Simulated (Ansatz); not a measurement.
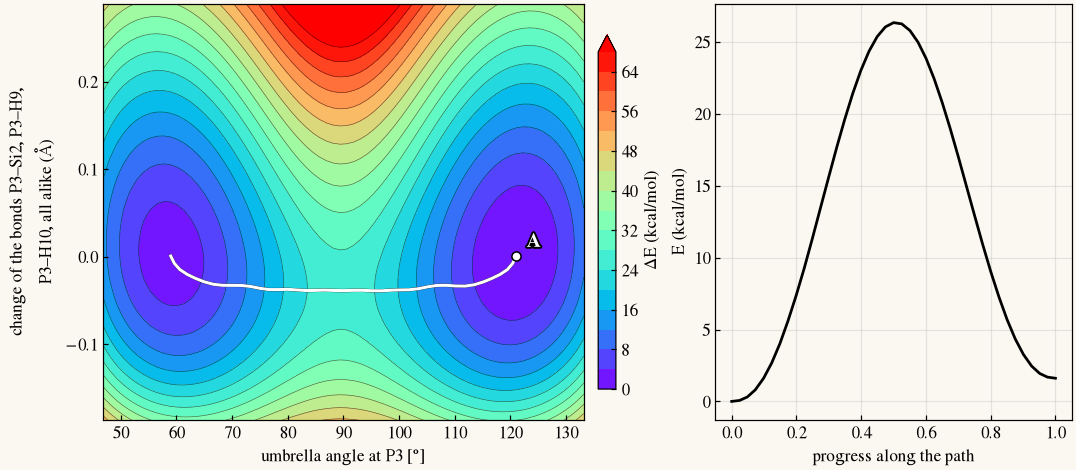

CH₆ClPSi, SMILES C[SiH](P)Cl. The first coordinate is: umbrella angle at P3 (between each of its bonds and their common axis; 90 is planar); the second: change of the bonds P3–Si2, P3–H9, P3–H10, all alike. Nothing is relaxed (all other coordinates rigid). Grid: 15 × 15 points. Points are written as (first, second). All energies are given in kcal/mol relative to the relaxed molecule at the same level. Computed with Ansatz, RHF/def2-SVP.

The picture shows filled contours, a line along the lowest path, one colour for all values above the top of the scale, the energy along the path at the right, the start A. Between grid points the surface is interpolated.

> Describe the path and its barrier.

The easiest path leads from the well at about (121°, 0.00 Å) to the well at about (59°, 0.00 Å), about 1.6 kcal/mol higher. Its highest point lies about 26 kcal/mol above the bottom of the first well on the interpolated surface, at about (90°, −0.04 Å). The start is the relaxed structure and all else is held, so a fully relaxed path at this level can only be lower.
